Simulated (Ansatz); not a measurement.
# What CsSnI3 (model cell, started as cubic perovskite with Sn in the octahedra) distorts into, part 3 of 3

Which phase does CsSnI3 (model cell, started as cubic perovskite with Sn in the octahedra) fall into along its unstable mode, and how much energy does it gain?

Ansatz 0.2.0; DFT PBEsol, scalar-relativistic, plane waves, PAW; PAW set soft_1.

So far. Step 5 (Energy along the mode, all amplitudes (two of the runs …): The lowest of the steps tried is the last one, at 0.6 Å, 5.21 meV/atom below the parent; the bottom of the well need not coincide with a step. Step 7 (The new phase in its own primitive cell): The largest force component left is 0.15 meV/Å and the pressure is 0.000 GPa, within the tolerances set. The cell now holds 45.33 Å³/atom. The relaxed cell has a = 8.537, c = 6.220 Å (conventional setting).

The structure was built from a prototype and need not be the compound's stable phase.

In doubt: the program warns that the response may not be converged on this k-mesh, which bears on the force constants and all frequencies.

## (8) Modes of the new phase, k-mesh 4×4×6, occupations fixed

A relaxed structure may still be a saddle point, so its zone-centre modes are computed. The response to a homogeneous field gives the Born charges and the dielectric tensor.

input.yaml

```yaml
crystal:
  lattice:
    - [8.536645256, 0.0, 0.0]
    - [0.0, 8.536645256, 0.0]
    - [0.0, 0.0, 6.2201664529]
  atoms:
    - { symbol: Cs, position: [0.5, 0.0, 0.0] }
    - { symbol: Cs, position: [0.0, 0.5, 0.0] }
    - { symbol: Sn, position: [0.0, 0.0, 0.5] }
    - { symbol: Sn, position: [0.5, 0.5, 0.5] }
    - { symbol: I, position: [0.8054268769, 0.3054268769, 0.5] }
    - { symbol: I, position: [0.1945731231, 0.6945731231, 0.5] }
    - { symbol: I, position: [0.6945731231, 0.8054268769, 0.5] }
    - { symbol: I, position: [0.3054268769, 0.1945731231, 0.5] }
    - { symbol: I, position: [0.0, 0.0, 0.0] }
    - { symbol: I, position: [0.5, 0.5, 0.0] }
kpoints:
  mp_grid: { grid: [4, 4, 6] }
hamiltonian:
  xc: pbesol
  pseudopotentials: { kind: paw, azcp: { folder: soft_1 }, xc_functional: pbe }
scf:
  occupations: { method: fixed }
output:
  eigenvalues: true
phonons:
  method: dfpt
  dielectric: true
  rigid_motions: translations
```

Launch:

```sh
ansatz run input.yaml --threads 8 --pin off --max-ram 16384MiB --backend cpu --events-out ev --progress --plain --runs-dir out
```

Numbers of over 12 decimals in the logs are rounded to 6 here.

Output:

```text
[...]
Crystal: 10 atoms, lattice volume = 453.290 Å³
Basis set: ecut = 420 eV, 8869 PW (Γ), exchange–correlation on 120×120×90 points (8 copies of the dense FFT grid, shifted against one another)
Bands: 89, of which v1, the nominal top of the filled ones, is band 74 counted from 1 (73 counted from 0)
Symmetry: 16 space group operations
k-points: 52 of 96 (irreducible under 1 space group operation, time reversal used)
[...]
SCF iter   1: F=—  HF=-67678.382558 eV  |F-HF|=—  |Δ(HF+E_count)|=         —  Δρ=2.61e-2  dr2=7.29e0  ethr=3.10e-3  ⟨swp⟩=5.0  Hψ=14694  notcnv=0  defer=605
[...]
SCF iter  12: F=-67675.219731 eV  HF=-67675.219731 eV  |F-HF|=2.91e-11  |Δ(HF+E_count)|=  4.07e-10  Δρ=6.70e-8  dr2=3.51e-11  ethr=1.00e-12  ⟨swp⟩=21.3  Hψ=39054  notcnv=0
SCF 1 converged in 12 iterations: F = -67675.219731 eV  dr2 = 3.51e-11
[...]
Bands: 75, of which v1, the nominal top of the filled ones, is band 74 counted from 1 (73 counted from 0)
k-points: 50 of 640
[...]
Eigensolver: Dense (50 Hₖ)
SCF iter   1: F=—  HF=-67674.835003 eV  |F-HF|=—  |Δ(HF+E_count)|=         —  Δρ=4.04e-4  dr2=4.10e-4  ethr=1.00e-1
[...]
SCF iter   5: F=-67674.834731 eV  HF=-67674.834731 eV  |F-HF|=2.92e-8  |Δ(HF+E_count)|=   5.35e-7  Δρ=1.51e-6  dr2=2.10e-8  ethr=3.26e-10
SCF 1 converged in 5 iterations: F = -67674.834731 eV  dr2 = 2.10e-8
[...]
WARN: field response: inside a basis, on 8×8×10 points, no mesh in reach settles it: take ε∞, Z* and everything formed from them with what they may err, as stated (eps_inf_uncertainty, zstar_uncertainty_e), and compare with field_mesh: kpoints on a denser kpoints.mp_grid
WARN: field response: ε∞ stands inside a basis, on 8×8×10 points; the force constants stand on the 4×4×6 k-mesh, whose period is 7.78 times the interband length at k = (0.0000, 0.0000, -0.5000), direct gap 0.284 eV, under 14: take them and everything formed from them as unconverged, and compare with a denser kpoints.mp_grid
SCF converged after 12 iterations
Free energy (F): -67675.219731 eV
[...]
Internal energy: -67675.219731 eV  (E = F + TS)
E sigma→0 (E₀):  -67675.219731 eV
Fermi energy:    5.658198 eV
[...]
--- Band table (eV; the first three rows and the last of 52) ---
  k-point 0: bands = [... 70 lower, 3.5968, 3.5968, 3.7286, 4.9086, 6.6252, 6.6252, 8.0025, 8.7416, ... 11 higher]
  k-point 1: bands = [... 70 lower, 3.5767, 3.5767, 3.8183, 4.9496, 6.5324, 6.5324, 8.2808, 8.7200, ... 11 higher]
  k-point 2: bands = [... 70 lower, 3.7367, 3.7367, 3.9931, 5.1290, 6.3252, 6.3252, 7.1900, 7.6742, ... 11 higher]
  k-point 51: bands = [... 70 lower, 3.8225, 3.8225, 4.8023, 4.8023, 6.4061, 6.4061, 6.5852, 6.5852, ... 11 higher]
--- Phonons (Γ-DFPT): 8 representative perturbations + reference, on 52 of 96 k-points (Σ response iterations 30) ---
  k mesh reduced under 1 symmetry operation, with k and −k counted as one. Each operation leaves every solved perturbation unchanged. A smaller set is not considered because the run solves the response to a homogeneous field
  ASR residual: 1.769e-4 → 0.000e0 eV/Å²; symmetrization residual: 7.150e-5 eV/Å²
  ASR residual per site (eV/Å²): 1.77e-4 1.77e-4 9.21e-5 9.21e-5 1.05e-4 1.05e-4 1.05e-4 1.05e-4 1.06e-4 1.06e-4
  Γ frequencies (cm⁻¹): -8.75 -8.75 0.00 0.00 0.00 13.60 21.91 21.91 29.73 29.73 33.21 33.80 34.78 34.79 34.79 41.69 41.69 46.61 46.61 50.93 53.45 54.05 55.74 57.48 63.88 63.88 102.89 109.29 109.29 112.69
  ε∞ (high-frequency dielectric tensor):
        7.826914     0.000000     0.000000
        0.000000     7.826914     0.000000
        0.000000     0.000000     8.615538
  softest optical mode at Γ: -8.75 cm⁻¹; the repairs (sum rule, projections) moved no ω² at Γ by more than (2.31 cm⁻¹)²
  Born effective charges Z* (e; rows j = field, columns β = displacement):
    site 0:
         1.30207   -0.16133    0.00000
        -0.16133    1.30207    0.00000
         0.00000    0.00000    1.39123
    site 1:
         1.30207    0.16133    0.00000
         0.16133    1.30207    0.00000
         0.00000    0.00000    1.39123
    site 2:
         5.27864   -0.99963    0.00000
         0.99963    5.27864    0.00000
         0.00000    0.00000    5.57729
    site 3:
         5.27864    0.99963    0.00000
        -0.99963    5.27864    0.00000
         0.00000    0.00000    5.57729
    site 4:
        -2.90825    2.20772    0.00000
         2.20772   -2.90825    0.00000
         0.00000    0.00000   -0.74802
    site 5:
        -2.90825    2.20772    0.00000
         2.20772   -2.90825    0.00000
         0.00000    0.00000   -0.74802
    site 6:
        -2.90825   -2.20772    0.00000
        -2.20772   -2.90825    0.00000
         0.00000    0.00000   -0.74802
    site 7:
        -2.90825   -2.20772    0.00000
        -2.20772   -2.90825    0.00000
         0.00000    0.00000   -0.74802
    site 8:
        -0.76421    0.03903    0.00000
        -0.03903   -0.76421    0.00000
         0.00000    0.00000   -5.47248
    site 9:
        -0.76421   -0.03903    0.00000
         0.03903   -0.76421    0.00000
         0.00000    0.00000   -5.47248
  Z* charge neutrality: 3.128e-1 e pre-enforcement
  solved inside a basis spanned on kpoints, on 8×8×10 k-points, which do not settle them: ε∞ is read to err by 7.1e0, Z* by 5.2e0 e (field_mesh: kpoints solves on kpoints); Z* is corrected for what the basis lacks
  optical modes at Γ without the LO–TO term, one row a degenerate level:
      ω (cm⁻¹)  modes    IR ((D/Å)²/amu)
         -8.75      2             0.7032
         13.60      1             0.0000
         21.91      2             0.1472
         29.73      2             0.2750
         33.21      1             1.4399
         33.80      1             0.0000
         34.78      1             0.0000
[...]
optical modes at Γ + LO–TO along q̂ = [1.0000, 0.0000, 0.0000]:
      ω (cm⁻¹)  modes    IR ((D/Å)²/amu)
[...]
optical modes at Γ + LO–TO along q̂ = [0.0000, 1.0000, 0.0000]:
      ω (cm⁻¹)  modes    IR ((D/Å)²/amu)
[...]
optical modes at Γ + LO–TO along q̂ = [0.0000, 0.0000, 1.0000]:
      ω (cm⁻¹)  modes    IR ((D/Å)²/amu)
[...]
34.79      2             1.9228
         41.69      2             0.0000
         46.61      2             3.6944
         53.23      1             0.0031
         53.45      1             0.0000
         55.74      1             0.0000
         57.48      1             0.0000
         63.88      2            35.9604
        102.89      1             0.0000
        109.29      2             0.7455
        112.69      1             0.0000
        125.45      1            24.0396
```

Elapsed: 9.6 min, on 8 threads of Arm Neoverse V2, shared host; peak memory 8.8 GiB; 73 min of CPU time.

This step gave:

```
sum-rule residual before enforcement                    : 1.77e-4 eV/Å²
miss of the charge sum rule                             : 0.3128 e
estimated error of the dielectric tensor                : 7.146
estimated error of the Born charges                     : 5.243 e
point group                                             : 4/mmm
highest optical mode at the zone centre (no LO-TO term) : 112.7 cm⁻¹
lowest optical zone-centre mode                         : -8.75 cm⁻¹
mean high-frequency dielectric constant                 : 8.090
largest Born charge (third of the trace)                : 5.378 e
top of the zone-centre spectrum with the field          : 131.0 cm⁻¹
```

Without the LO-TO term. Patterns of degenerate modes are one choice out of their space. Modes at Γ, with each element's share of the kinetic energy (negative means imaginary):

```csv
mode,frequency (cm⁻¹),symmetry,Cs %,Sn %,I %
1,-8.8,Eu,85,1,13
2,-8.8,Eu,85,1,13
3,0.0,acoustic,21,19,60
4,0.0,acoustic,21,19,60
5,0.0,acoustic,21,19,60
6,13.6,B1u,43,0,57
7,21.9,Eu,23,6,71
8,21.9,Eu,23,6,71
9,29.7,Eu,12,0,88
10,29.7,Eu,12,0,88
11,33.2,A2u,20,50,30
12,33.8,A1g,0,0,100
13,34.8,not assigned,0,47,53
14,34.8,not assigned,11,37,51
15,34.8,not assigned,11,37,51
16,41.7,Eg,0,0,100
17,41.7,Eg,0,0,100
18,46.6,Eu,47,6,47
19,46.6,Eu,47,6,47
20,50.9,A2u,38,20,43
21,53.5,B2g,0,0,100
22,54.0,A2u,22,11,67
23,55.7,B1u,57,0,43
24,57.5,A1u,0,53,47
25,63.9,Eu,0,34,65
26,63.9,Eu,0,34,65
27,102.9,B1g,0,0,100
28,109.3,Eu,1,96,3
29,109.3,Eu,1,96,3
30,112.7,A2g,0,0,100
```

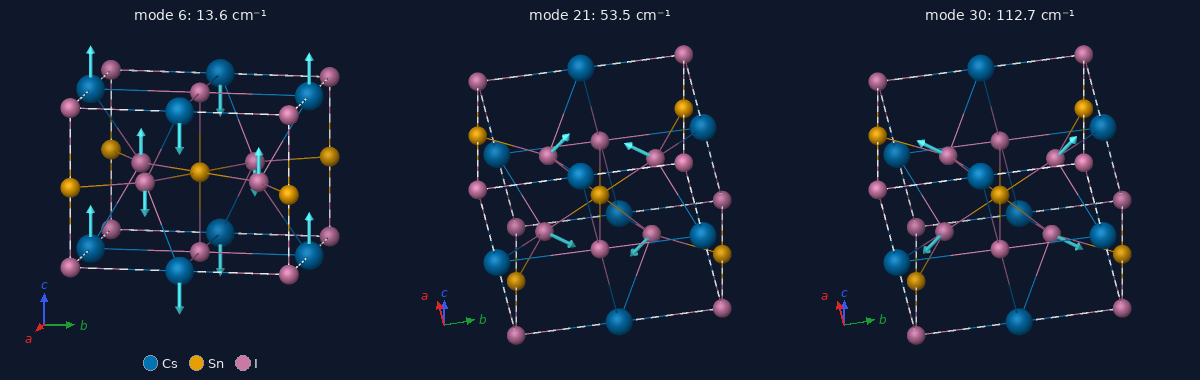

Displacement patterns of modes 6, 21 and 30 at Γ; arrows are exaggerated. Some periodic images of atoms are drawn too.

High-frequency dielectric tensor, which the program warns is not settled by the k meshes in reach. Tensor:

```csv
,x,y,z
x,7.827,0,0
y,0,7.827,0
z,0,0,8.616
```

Optical modes at the zone centre, without and with the macroscopic field of the longitudinal modes; each column is sorted by frequency, so a row need not hold one and the same mode. Modes with and without the field, by row:

```csv
rank among optical modes,no field (cm⁻¹),"q along (1, 0, 0) (cm⁻¹)","q along (0, 0, 1) (cm⁻¹)"
1,-8.8,-8.8,-8.8
2,-8.8,-5.7,-8.8
3,13.6,13.6,13.6
4,21.9,21.9,21.9
5,21.9,22.1,21.9
6,29.7,29.7,29.7
7,29.7,29.9,29.7
8,33.2,33.2,33.8
9,33.8,33.8,34.5
10,34.8,34.8,34.8
11,34.8,34.8,34.8
12,34.8,36.2,34.8
13,41.7,41.7,41.7
14,41.7,41.7,41.7
15,46.6,46.6,46.6
16,46.6,48.4,46.6
17,50.9,50.9,53.2
18,53.5,53.5,53.5
19,54,54,55.7
20,55.7,55.7,57.5
21,57.5,57.5,63.9
22,63.9,63.9,63.9
23,63.9,102.9,102.9
24,102.9,107.7,109.3
25,109.3,109.3,109.3
26,109.3,112.7,112.7
27,112.7,131,125.5
```

Born charge (rows field, columns displacement) (e), principal values of the symmetric part by kind of site:

```csv
atom,atoms with these values,low,middle,high,mean
Cs1,2,1.14,1.39,1.46,1.33
Sn3,2,5.28,5.28,5.58,5.38
I5,4,-5.12,-0.75,-0.70,-2.19
I9,2,-5.47,-0.76,-0.76,-2.33
```

In full for I5:

```
-2.91  2.21  0.00
 2.21 -2.91  0.00
 0.00  0.00 -0.75
```

Transverse modes; imaginary modes are left out. Lines of the infrared spectrum (strongest = 100):

```csv
position (cm⁻¹),lines merged,relative intensity
14,1,0.0
22,1,0.4
30,1,0.8
33,1,4.0
34,1,0.0
35,2,5.3
42,1,0.0
47,1,10
51,1,46
54,2,17
56,1,0.0
58,1,0.0
64,1,100
103,1,0.0
109,1,2.1
113,1,0.0
```

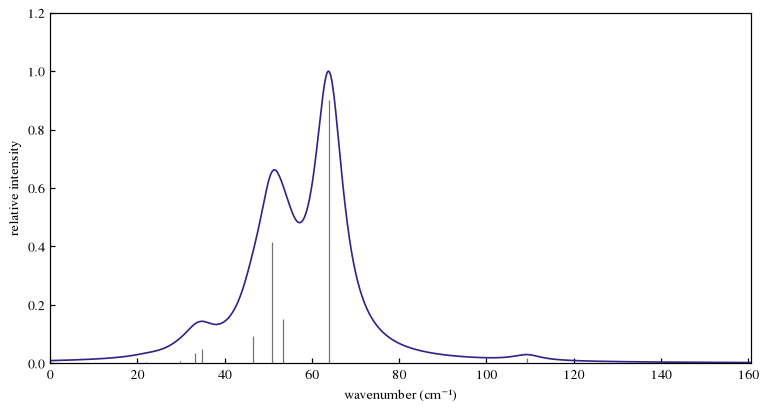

The infrared spectrum, broadened with Lorentzians of width 8 cm⁻¹; bars mark the lines.

Before it was imposed, the acoustic sum rule was missed by 1.8e-4 eV/Å² and the charge sum rule by 0.31 e. The charge miss is large and points to the mesh or the basis. The lowest optical mode is slightly imaginary, 8.8i cm⁻¹, too near zero to call.

The log warns of the k mesh: “the force constants stand on the 4×4×6 k-mesh, whose period is 7.78 times the interband length at k = (0.0000, 0.0000, -0.5000), direct gap 0.284 eV, under 14: take them and everything formed from them as unconverged”.

## (9) Outcome

```json
{
  "unstable mode of the parent": "q = (0, -0.5, -0.5), 20i cm⁻¹",
  "depth at the lowest point sampled": "5.21 meV/atom",
  "largest atomic shift at that point": "0.6 Å",
  "space group reached (within 0.01 Å)": "P4/mbm",
  "energy gained over the parent (first relaxation, on the mesh of the frozen mode)": "8.00 meV/atom",
  "volume per atom, phase reached": "45.3 Å³",
  "gap on the k-mesh, phase reached": "0.284 eV",
  "lowest optical zone-centre mode, phase reached": "-8.8 cm⁻¹",
  "highest optical mode at the zone centre (no LO-TO term), phase reached": "113 cm⁻¹"
}
```

Along this mode the structure falls into P4/mbm, 8.00 meV/atom below the parent. At the parent's cell the well is 5.205 meV/atom deep on the steps tried, with its lowest point at a shift of 0.6 Å. That is the last step tried, so the steps alone don't bracket the bottom of the well. Relaxing atoms and cell changes the gain by +2.79 meV/atom against the lowest step (energies at zero smearing). The lowest mode at the zone centre of the new cell, 8.8i cm⁻¹, is too near zero to call. Of the 4 patterns followed to their end from this parent, this one reaches the lowest energy. Another end point lies within 1 meV/atom; how such a difference moves with mesh and cutoff was not tested. Each path keeps the symmetry of its pattern, so a lower phase may lie along a pattern not tried. With the field response the log warns that the k mesh is coarse for the force constants too, so the frequencies may not be converged. In at least one run the field response is not settled by the k meshes in reach, so its dielectric tensor, Born charges and longitudinal modes are rough. The program warns that the k mesh may not settle the response. An optical mode within 15 cm⁻¹ of zero is at the mercy of small errors in the force constants, and even its sign is uncertain. Spin-orbit coupling is left out, which can matter for the heavy elements here. The PAW files were made for PBE and serve the other functionals too. A phonon run warned that its eigensolver left some bands unconverged in a pass. The starting cell was built on a prototype and not taken from a measurement, so the phase need not exist.

[Logs are printed without paths, hosts, clocks, repeated set-up lines and the standing remarks that a program may print on its own settings, such as how far it seeks lower states.]

[Hosts, paths, dates, database ids (printed as entryN), source tags and the programs' standing remarks are cut or masked in the printed files.]
